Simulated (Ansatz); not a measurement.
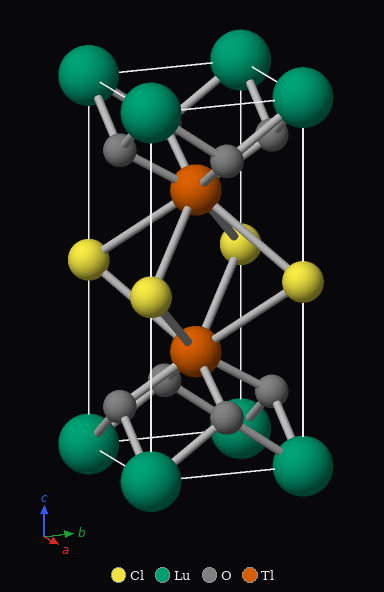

Ball-and-stick representation of a periodic structure, projected slightly off an axis. The edges of the simulation cell are marked.

```yaml
crystal:
  lattice:
    - [3.81544, 0.00000, 0.00000]
    - [0.00000, 3.81544, 0.00000]
    - [0.00000, 0.00000, 8.83802]
  atoms:
    - { symbol: Cl, position: [0.00000, 0.00000, 0.50000] }
    - { symbol: Lu, position: [0.00000, 0.00000, 0.00000] }
    - { symbol: O, position: [0.50000, 0.00000, 0.84800] }
    - { symbol: O, position: [0.00000, 0.50000, 0.84800] }
    - { symbol: O, position: [0.50000, 0.00000, 0.15200] }
    - { symbol: O, position: [0.00000, 0.50000, 0.15200] }
    - { symbol: Tl, position: [0.50000, 0.50000, 0.71930] }
    - { symbol: Tl, position: [0.50000, 0.50000, 0.28070] }
```

Calculation details: DFT, PAW plane waves, PBE in Ansatz 0.2.0; a cutoff energy of 420 eV, k-grid 7×7×3, Fermi-Dirac smearing of 0.015 eV, no spin polarisation.

State the Bader charges by element.

Lu +2.22 e; Tl +1.37 e; Cl -0.61 e; O -1.09 e.

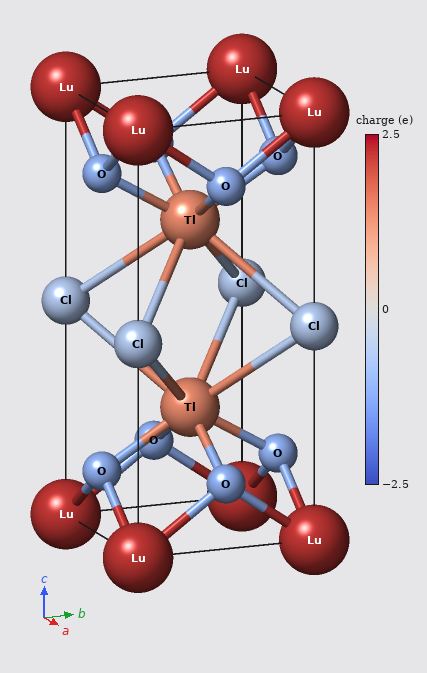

The atoms coloured by those charges.

About the cell: it is a generated cell, made by putting these elements into a known structure type (the compound may or may not exist in this form), and it is unrelaxed. It went into a calculation with Ansatz.
